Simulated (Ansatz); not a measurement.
# SiC: carrier doping

Base system: SiC (space group P6_3mc, No. 186; a = 3.078 Å, c = 10.076 Å).

Carriers are added at fixed cell with a uniform background; the Fermi–Dirac width is that of 300 K.

Method: DFT with PBEsol, PAW potentials and a 420 eV plane-wave cutoff in Ansatz (an electronic-structure program), no SOC.

Notes on the quantities. Fermi level from band edge: Fermi level relative to the doped band's edge (positive inside the band; to 0.05 eV).

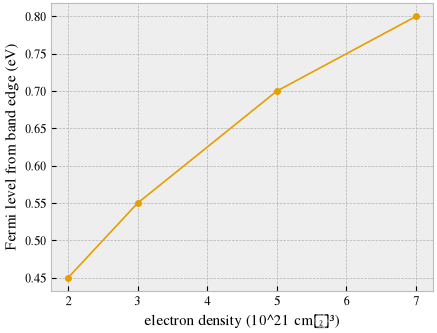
*Fermi level from band edge against electron density*

Q: From the plot, what is the Fermi level from band edge for electrons 7.0×10^21 cm⁻³?

A: About 0.80 eV.

Q: Is the trend monotonic over the range shown?

A: Yes, it rises throughout, spanning +0.45 eV to +0.80 eV.

Carriers are added with a uniform compensating background; total energy and stress of such cells depend on the potential's zero and are not compared; many-body gap narrowing is missing at this level. Whether these cells are dynamically stable was not tested.
